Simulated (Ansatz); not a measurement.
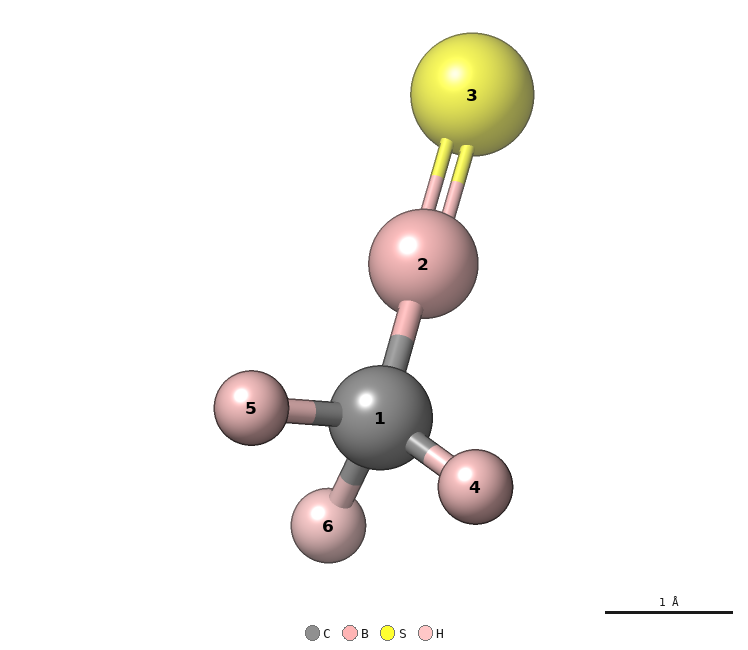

Simulated data, not a measurement (program: Ansatz).

Orthographic view. Depth is shown by fading: the farther an atom, the more it takes the colour of the background. Geometry: atoms displaced at random (about 0.05 Å) from a stationary point of GFN2-xTB.

Write a MOL file (V2000) with the atoms in numerical order, bonds sorted by atom number with the orders drawn, and coordinates in the frame of the picture: x right, y up, z towards the viewer, origin at the mean position.

```
CH3BS
                    3D

  6  5  0  0  0  0  0  0  0  0999 V2000
   -0.0700   -0.4100    0.3100 C   0  0  0  0  0  0  0  0  0  0  0  0
    0.2800    0.8100   -0.4900 B   0  0  0  0  0  0  0  0  0  0  0  0
    0.6600    2.1500   -1.2700 S   0  0  0  0  0  0  0  0  0  0  0  0
    0.6900   -0.9600    0.9300 H   0  0  0  0  0  0  0  0  0  0  0  0
   -1.0900   -0.3300    0.9100 H   0  0  0  0  0  0  0  0  0  0  0  0
   -0.4800   -1.2700   -0.3900 H   0  0  0  0  0  0  0  0  0  0  0  0
  1  2  1  0
  1  4  1  0
  1  5  1  0
  1  6  1  0
  2  3  2  0
M  END
```
